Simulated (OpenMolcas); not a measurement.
SiF$_{4}$: single-point calculation (part 2 of 2)

SiF$_{4}$; HF/ANO-RCC-MB, RHF, DKH2 (OpenMolcas 26.06). The geometry comes from this level: PBE0-D4/def2-TZVP.

Geometry of the input (Å):
```
F  0.1432  -0.7919  1.3385
Si 0.0000  -0.0000  -0.0000
F  -1.0471  1.1444  0.1817
F  -0.4772  -0.9678  -1.1290
F  1.3811  0.6153  -0.3912
```

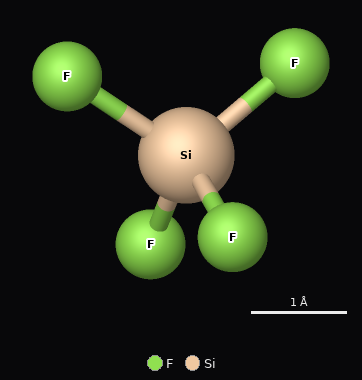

*The input geometry (ball-and-stick view, seen at a tilt).*

Output, continued:
```
::    Total SCF energy                               -687.5980017828
      One-electron energy                           -1498.3961667113
      Two-electron energy                             539.1872254677
      Nuclear repulsion energy                        271.6109394608
      Kinetic energy (interpolated)                   698.7494513697
      Virial theorem                                    0.9840408467
      Total spin, S(S+1)                                0.0000000000
      Total spin, S                                     0.0000000000
      Max non-diagonal density matrix element           0.0000000503
      Max non-diagonal Fock matrix element              0.0000000023

      No orbitals printed

++    Molecular charges:
      ------------------

      Mulliken charges per centre
      ---------------------------

                F1      SI2     F3      F4      F5
      Total    9.6066 11.5737  9.6066  9.6066  9.6066

      N-E     -0.6066  2.4263 -0.6066 -0.6066 -0.6066

      Total electronic charge=   50.000000

      Total            charge=   -0.000000
--

++    Static properties:
      ------------------

      LoProp Charges per center

                   F1       SI2      F3       F4       F5
      Nuclear      9.0000  14.0000   9.0000   9.0000   9.0000
      Electronic  -9.4651 -12.1395  -9.4651  -9.4651  -9.4651

      Total       -0.4651   1.8605  -0.4651  -0.4651  -0.4651
--

++    Natural Bond Order analysis
      ---------------------------
      Based on LoProp computed density
      -------------------------------------------------------------------------------------
      Atom A       Atom B       Bond Order
      -------------------------------------------------------------------------------------
      NBO located      0.999 non-bonded electrons on atom F1
      NBO located      1.020 non-bonded electrons on atom F1
      NBO located      0.986 non-bonded electrons on atom F1
      NBO located      1.000 non-bonded electrons on atom SI2
      NBO located      0.996 non-bonded electrons on atom SI2
      NBO located      0.997 non-bonded electrons on atom SI2
      NBO located      0.997 non-bonded electrons on atom SI2
      NBO located      0.997 non-bonded electrons on atom SI2
      NBO located      0.999 non-bonded electrons on atom F3
      NBO located      0.987 non-bonded electrons on atom F3
      NBO located      0.999 non-bonded electrons on atom F4
      NBO located      1.001 non-bonded electrons on atom F4
      NBO located      0.999 non-bonded electrons on atom F5
      NBO located      0.996 non-bonded electrons on atom F5
      NBO located      1.011 non-bonded electrons on atom F5
      The remaining   10.572 electrons are to be considered as diffuse
--

++    Molecular properties:
      ---------------------

      Charge (e):
                      =   -0.0000
      Dipole Moment (debye):
      Origin of the operator (angstrom)=    0.0000    0.0000    0.0000
                   X=  1.3903E-06               Y=  3.7037E-06               Z= -8.8768E-07           Total=  4.0545E-06
      Quadrupole Moment (debye*angstrom):
      Origin of the operator (angstrom)=    0.0000    0.0000    0.0000
                  XX= -3.6812E+01              XY=  5.4492E-05              XZ=  2.1604E-04              YY= -3.6812E+01
                  YZ= -8.3919E-05              ZZ= -3.6812E+01
      In traceless form (debye*angstrom)
                  XX=  8.5605E-06              XY=  8.1738E-05              XZ=  3.2406E-04              YY=  2.4795E-04
                  YZ= -1.2588E-04              ZZ= -2.5651E-04
--

--- Stop Module: scf /rc=_RC_ALL_IS_WELL_ ---
--- Module scf spent 1 second ---

--- Start Module: localisation ---

                                           &LOCALISATION

                       available to each process: 1.9 GB of memory, 1 thread

 Header from vector file:

* SCF orbitals

 Pipek-Mezey localisation
 Convergence threshold:   1.0000E-06 (functional)
 Convergence threshold:   1.0000E-02 (gradient)
 Screening threshold  :   1.0000E-10 (orbital rotations)
 Frozen orbitals      :      6
 Orbitals to localise :     19

 CPU  time for localisation procedure:      0.00 seconds

++    Molecular orbitals:
      -------------------

      Title: Final localised MO's

      Molecular orbitals for symmetry species 1: a

      Basis set list:
        1 F1     1s                 11 SI2    2py                21 F4     2s
        2 F1     2s                 12 SI2    3py                22 F4     2px
        3 F1     2px                13 SI2    2pz                23 F4     2py
        4 F1     2py                14 SI2    3pz                24 F4     2pz
        5 F1     2pz                15 F3     1s                 25 F5     1s
        6 SI2    1s                 16 F3     2s                 26 F5     2s
        7 SI2    2s                 17 F3     2px                27 F5     2px
        8 SI2    3s                 18 F3     2py                28 F5     2py
        9 SI2    2px                19 F3     2pz                29 F5     2pz
       10 SI2    3px                20 F4     1s

  Index Energy  Occupation Coefficients ...

    1  -69.4000    2.0000          6 SI2    1s     ( 1.000),

    2  -26.2100    2.0000          1 F1     1s     (-0.740),    20 F4     1s     ( 0.671),

    3  -26.2100    2.0000          1 F1     1s     (-0.446),    15 F3     1s     ( 0.613),    20 F4     1s     (-0.543),    25 F5     1s     ( 0.361),

    4  -26.2100    2.0000         15 F3     1s     (-0.608),    25 F5     1s     ( 0.783),

    5  -26.2100    2.0000          1 F1     1s     ( 0.496),    15 F3     1s     ( 0.503),    20 F4     1s     ( 0.497),    25 F5     1s     ( 0.505),

    6   -6.5745    2.0000          7 SI2    2s     ( 0.999),

    7    0.0000    2.0000         13 SI2    2pz    ( 0.875),

    8    0.0000    2.0000          9 SI2    2px    (-0.609),    11 SI2    2py    ( 0.782),

    9    0.0000    2.0000          9 SI2    2px    ( 0.739),    11 SI2    2py    ( 0.490),    13 SI2    2pz    (-0.467),

   10    0.0000    2.0000          2 F1     2s     (-0.930),

   11    0.0000    2.0000         21 F4     2s     ( 0.930),

   12    0.0000    2.0000         16 F3     2s     ( 0.930),

   13    0.0000    2.0000         26 F5     2s     (-0.930),

   14    0.0000    2.0000         17 F3     2px    ( 0.663),    18 F3     2py    ( 0.527),    19 F3     2pz    ( 0.496),

   15    0.0000    2.0000         27 F5     2px    (-0.434),    28 F5     2py    ( 0.863),

   16    0.0000    2.0000         21 F4     2s     ( 0.343),    23 F4     2py    ( 0.488),    24 F4     2pz    ( 0.569),

   17    0.0000    2.0000          4 F1     2py    (-0.842),     5 F1     2pz    (-0.482),

   18    0.0000    2.0000          2 F1     2s     ( 0.343),     4 F1     2py    ( 0.399),     5 F1     2pz    (-0.675),

   19    0.0000    2.0000         22 F4     2px    ( 0.454),    23 F4     2py    (-0.746),    24 F4     2pz    ( 0.448),

   20    0.0000    2.0000         29 F5     2pz    (-0.934),

   21    0.0000    2.0000         16 F3     2s     ( 0.343),    17 F3     2px    ( 0.528),    18 F3     2py    (-0.577),

   22    0.0000    2.0000         27 F5     2px    (-0.696),

   23    0.0000    2.0000          3 F1     2px    ( 0.966),

   24    0.0000    2.0000         19 F3     2pz    ( 0.839),

   25    0.0000    2.0000         22 F4     2px    ( 0.817),    24 F4     2pz    (-0.509),

   26    0.1910    0.0000          8 SI2    3s     (-1.320),

   27    0.2975    0.0000         12 SI2    3py    ( 1.238),

   28    0.2975    0.0000         10 SI2    3px    ( 1.070),    14 SI2    3pz    ( 0.671),

   29    0.2975    0.0000         10 SI2    3px    (-0.645),    14 SI2    3pz    ( 1.061),

--

--- Stop Module: localisation /rc=_RC_ALL_IS_WELL_ ---

--- Start Module: localisation ---

                                           &LOCALISATION

                       available to each process: 1.9 GB of memory, 1 thread

 Header from vector file:

*Localised orbitals

 Pipek-Mezey localisation
 Convergence threshold:   1.0000E-06 (functional)
 Convergence threshold:   1.0000E-02 (gradient)
 Screening threshold  :   1.0000E-10 (orbital rotations)
 Frozen orbitals      :     25
 Orbitals to localise :      4

 CPU  time for localisation procedure:      0.00 seconds

++    Molecular orbitals:
      -------------------

      Title: Final localised MO's

      Molecular orbitals for symmetry species 1: a

      Basis set list:
        1 F1     1s                 11 SI2    2py                21 F4     2s
        2 F1     2s                 12 SI2    3py                22 F4     2px
        3 F1     2px                13 SI2    2pz                23 F4     2py
        4 F1     2py                14 SI2    3pz                24 F4     2pz
        5 F1     2pz                15 F3     1s                 25 F5     1s
        6 SI2    1s                 16 F3     2s                 26 F5     2s
        7 SI2    2s                 17 F3     2px                27 F5     2px
        8 SI2    3s                 18 F3     2py                28 F5     2py
        9 SI2    2px                19 F3     2pz                29 F5     2pz
       10 SI2    3px                20 F4     1s

  Index Energy  Occupation Coefficients ...

    1  -69.4000    2.0000          6 SI2    1s     ( 1.000),

    2  -26.2100    2.0000          1 F1     1s     (-0.740),    20 F4     1s     ( 0.671),

    3  -26.2100    2.0000          1 F1     1s     (-0.446),    15 F3     1s     ( 0.613),    20 F4     1s     (-0.543),    25 F5     1s     ( 0.361),

    4  -26.2100    2.0000         15 F3     1s     (-0.608),    25 F5     1s     ( 0.783),

    5  -26.2100    2.0000          1 F1     1s     ( 0.496),    15 F3     1s     ( 0.503),    20 F4     1s     ( 0.497),    25 F5     1s     ( 0.505),

    6   -6.5745    2.0000          7 SI2    2s     ( 0.999),

    7    0.0000    2.0000         13 SI2    2pz    ( 0.875),

    8    0.0000    2.0000          9 SI2    2px    (-0.609),    11 SI2    2py    ( 0.782),

    9    0.0000    2.0000          9 SI2    2px    ( 0.739),    11 SI2    2py    ( 0.490),    13 SI2    2pz    (-0.467),

   10    0.0000    2.0000          2 F1     2s     (-0.930),

   11    0.0000    2.0000         21 F4     2s     ( 0.930),

   12    0.0000    2.0000         16 F3     2s     ( 0.930),

   13    0.0000    2.0000         26 F5     2s     (-0.930),

   14    0.0000    2.0000         17 F3     2px    ( 0.663),    18 F3     2py    ( 0.527),    19 F3     2pz    ( 0.496),

   15    0.0000    2.0000         27 F5     2px    (-0.434),    28 F5     2py    ( 0.863),

   16    0.0000    2.0000         21 F4     2s     ( 0.343),    23 F4     2py    ( 0.488),    24 F4     2pz    ( 0.569),

   17    0.0000    2.0000          4 F1     2py    (-0.842),     5 F1     2pz    (-0.482),

   18    0.0000    2.0000          2 F1     2s     ( 0.343),     4 F1     2py    ( 0.399),     5 F1     2pz    (-0.675),

   19    0.0000    2.0000         22 F4     2px    ( 0.454),    23 F4     2py    (-0.746),    24 F4     2pz    ( 0.448),

   20    0.0000    2.0000         29 F5     2pz    (-0.934),

   21    0.0000    2.0000         16 F3     2s     ( 0.343),    17 F3     2px    ( 0.528),    18 F3     2py    (-0.577),

   22    0.0000    2.0000         27 F5     2px    (-0.696),

   23    0.0000    2.0000          3 F1     2px    ( 0.966),

   24    0.0000    2.0000         19 F3     2pz    ( 0.839),

   25    0.0000    2.0000         22 F4     2px    ( 0.817),    24 F4     2pz    (-0.509),

   26    0.0000    0.0000          8 SI2    3s     (-0.660),    10 SI2    3px    (-0.970),    26 F5     2s     ( 0.662),    27 F5     2px    (-0.496),

   27    0.0000    0.0000          8 SI2    3s     ( 0.660),    10 SI2    3px    (-0.735),    12 SI2    3py    ( 0.804),    16 F3     2s     (-0.662),
                                  18 F3     2py    ( 0.411),

   28    0.0000    0.0000          8 SI2    3s     (-0.660),    12 SI2    3py    ( 0.680),    14 SI2    3pz    ( 0.793),    21 F4     2s     ( 0.662),
                                  24 F4     2pz    ( 0.406),

   29    0.0000    0.0000          2 F1     2s     (-0.662),     5 F1     2pz    ( 0.481),     8 SI2    3s     ( 0.660),    12 SI2    3py    (-0.556),
                                  14 SI2    3pz    ( 0.940),

--

--- Stop Module: localisation /rc=_RC_ALL_IS_WELL_ ---

.##################.
.# Happy landing! #.
.##################.

    Timing: Wall=4.60 User=3.60 System=0.77
```

Key numbers:

| quantity | value |
| --- | --- |
| outcome | converged |
| total energy | −687.598002 hartree |
| basis functions | 29 |
| HOMO | −18.13 eV |
| LUMO | 5.20 eV |
| dipole moment | 0.00 debye |
| hardware | 1 thread of AMD EPYC (Zen 3), 128 GiB of memory available, shared host |
| wall time | 5.1 s |
| peak memory | 0.38 GiB |
